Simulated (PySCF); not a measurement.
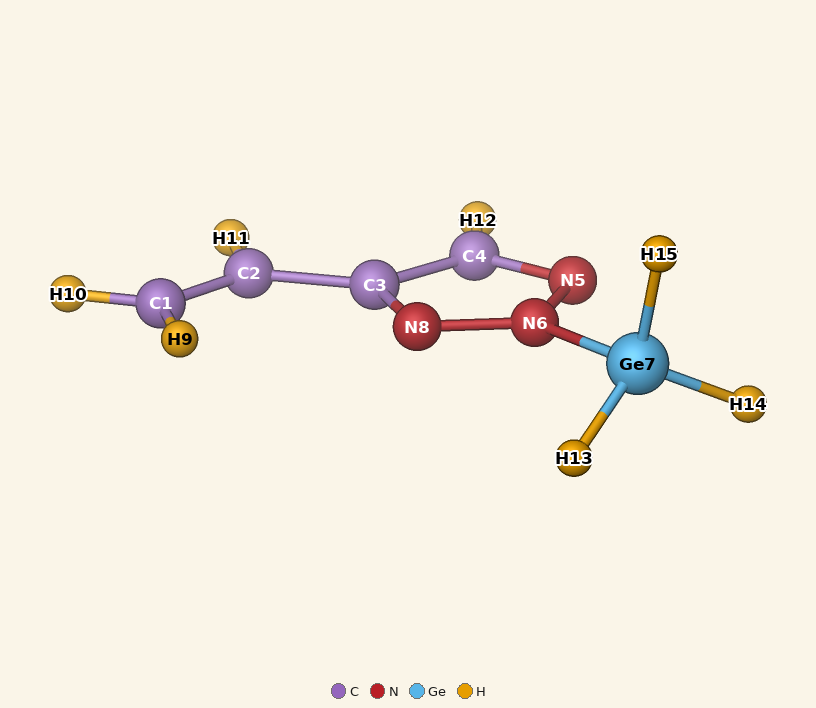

Atoms fade into the background with distance from the viewer. The geometry was computed by an optimisation with GFN2-xTB. No frequency run is at hand to confirm it as a minimum.

What is the conformation of the ring C3–C4–N5–N6–N8?

It is planar. The Cremer–Pople amplitude Q is 0.00 Å.

Give the torsion angles round the ring, beginning with the bond from its second to its third atom.

0°, 0°, 0°, 0°, 0°.
